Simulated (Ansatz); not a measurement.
# C₂H₈N₂O₂W: what the fields show

Input

```
crystal:
  periodic: [false, false, false]
  atoms:
    - {symbol: C, position_ang: [1.856358, -1.199011, 1.869298]}
    - {symbol: O, position_ang: [1.181770, -0.194981, 1.159865]}
    - {symbol: W, position_ang: [0.144247, -0.117967, -0.409340]}
    - {symbol: N, position_ang: [0.031070, -1.739721, -1.067574]}
    - {symbol: N, position_ang: [0.895639, 0.993201, -1.539502]}
    - {symbol: O, position_ang: [-1.588327, 0.515003, -0.031313]}
    - {symbol: C, position_ang: [-2.366009, 1.610026, -0.435153]}
    - {symbol: H, position_ang: [1.628696, -1.097339, 2.934223]}
    - {symbol: H, position_ang: [1.554598, -2.195787, 1.533238]}
    - {symbol: H, position_ang: [2.936331, -1.087889, 1.731461]}
    - {symbol: H, position_ang: [0.100874, -2.469440, -1.757319]}
    - {symbol: H, position_ang: [1.370483, 1.285536, -2.377485]}
    - {symbol: H, position_ang: [-1.759701, 2.360655, -0.951316]}
    - {symbol: H, position_ang: [-3.161623, 1.271289, -1.105871]}
    - {symbol: H, position_ang: [-2.824405, 2.066414, 0.446788]}
basis:
  gaussian: {orbitals: def2-TZVPP}
hamiltonian: {xc: pbe0, dispersion: d4}
output: {orbitals: {seedname: orbitals}}
```

Run with:

```sh
ansatz run in.yaml --threads 2 --pin off --events-out ev --progress --plain --max-ram 20480MiB --backend cuda --devices 0, --max-vram 18GiB
```

Geometry: PBE0-D4/def2-TZVP; core potentials replace the inner electrons of W.

Level of theory: RKS PBE0-D4/def2-TZVPP in Ansatz.

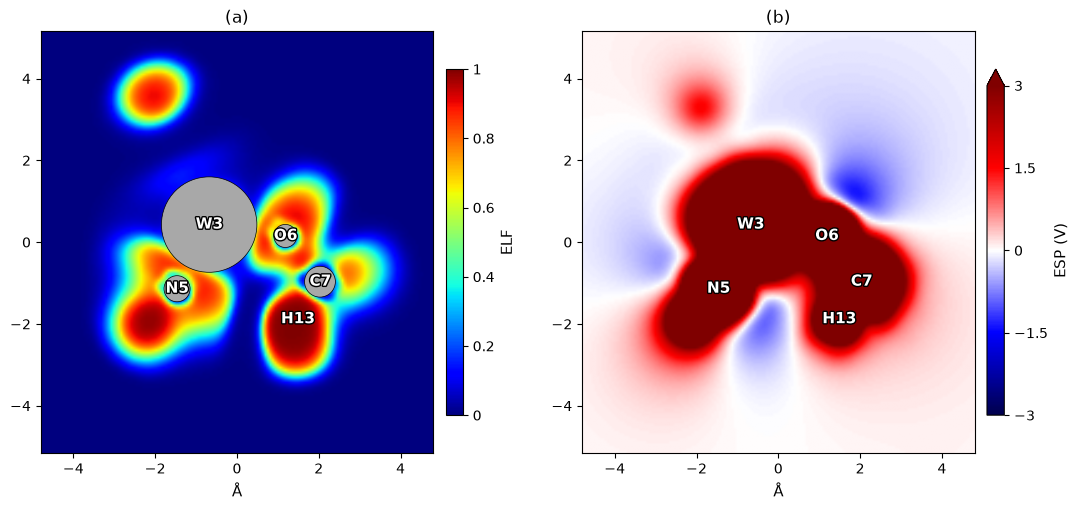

Figure 1. (a) ELF; (b) molecular electrostatic potential on the plane of atoms W3, O6 and C7. Grey discs cover the atomic cores in the ELF map.

Q: Interpret the plot.

A: The plane passes through W, N, O, C and H nuclei.
C–O (1.40 Å): the ELF peaks at about 0.90 between the atoms (a shared but strongly polarised pair).
W–N (1.75 Å): the ELF peaks at about 0.75 in the valence shell of N, 0.5 Å from its nucleus, and drops to about 0.30 between the two atoms.
W–O (1.88 Å): the ELF peaks at about 0.80 in the valence shell of O, 0.6 Å from its nucleus, and drops to about 0.25 between the two atoms.
C–H (1.09 Å): the ELF climbs to about 1 towards the hydrogen, as it does in any bond to H: a covalent bond by its length.
Outside the dense part of the molecule the potential is most negative (−1.4 V) near O6.

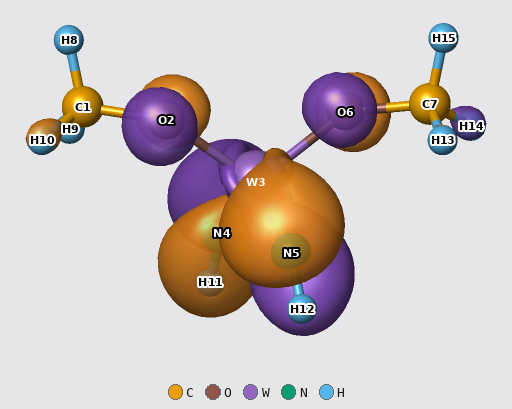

Figure 2. The HOMO at ±0.1 Å⁻³ᐟ² (orange and purple are the two phases), seen across its widest extent.

Q: What is the character of this orbital?

A: Its weight (Hirshfeld) is mainly on N4 (about 30 %), N5 (about 30 %), W3 (about 15 %), O2 (about 5 %) and O6 (about 5 %); largely a combination of lone pairs on N4, N5, O2 and O6. Its energy is −7.19 eV.

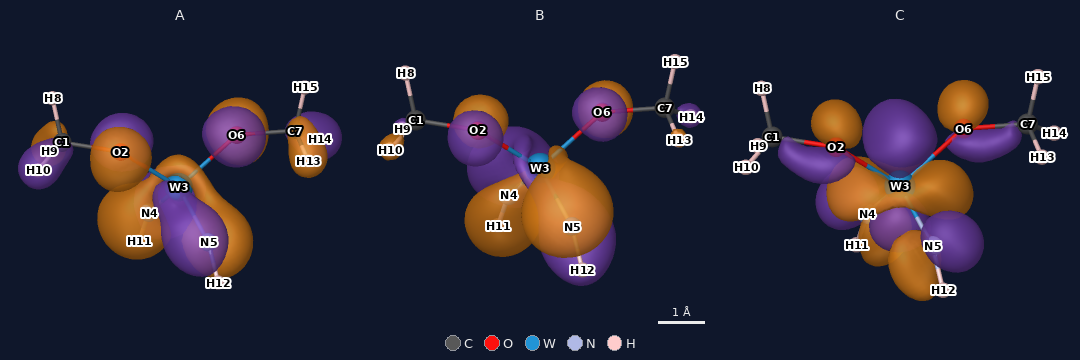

Figure 3. Three frontier orbitals at ±0.1 Å⁻³ᐟ² (orange and purple are the two phases), in no order.

Q: Order the three orbitals by energy and name them.

A: A is the HOMO−1 (−7.70 eV). Its weight (Hirshfeld) is mainly on N4 (about 20 %), N5 (about 20 %), O6 (about 15 %), O2 (about 15 %) and W3 (about 15 %); largely a combination of lone pairs on N4, N5, O6 and O2. B is the HOMO (−7.19 eV). By Hirshfeld shares it lies mainly on N4 (about 30 %), N5 (about 30 %), W3 (about 15 %), O2 (about 5 %) and O6 (about 5 %); largely a combination of lone pairs on N4, N5, O2 and O6. C is the LUMO (−0.41 eV). Its weight (Hirshfeld) is mainly on W3 (about 55 %), N4 (about 10 %), N5 (about 10 %), O2 (about 10 %) and O6 (about 10 %).

Q: What is the HOMO–LUMO gap?

A: 6.78 eV between the orbital energies.
